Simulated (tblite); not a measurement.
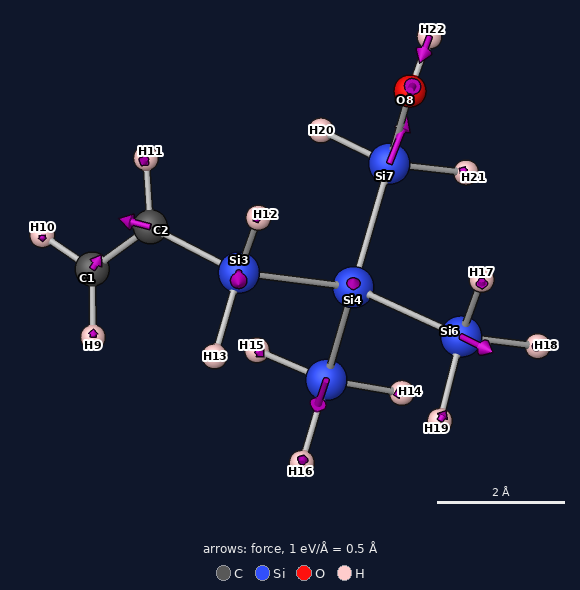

Starting geometry of C2H14OSi5 with the computed forces as purple arrows. A ball-and-stick model, seen face on.

The calculation used GFN2-xTB geometry optimisation, gas phase in tblite. 

Q: What follows when this structure is relaxed?

A: It isn't relaxed: the largest force vector, on a Si atom, is 1.70 eV/Å. The final displacements have little in common with the starting forces (cosine between the two patterns 0.29). After 92 geometry steps the energy has fallen by 11.1 kcal/mol. The atom that moves furthest after the best rigid fit is an H atom (0.49 Å). By element the largest moves are H 0.49 Å, O 0.27 Å, Si 0.16 Å, C 0.09 Å. Near-neighbour distances that change, for instance: Si–Si 2.230 → 2.341 Å, Si–Si 2.256 → 2.359 Å, C–Si 1.837 → 1.883 Å, O–Si 1.662 → 1.634 Å. Among the angles between lasting bonds that change: Si–Si–O 111.6° → 97.6°, Si–Si–H 111.4° → 118.4°, Si–O–H 115.7° → 122.2°.
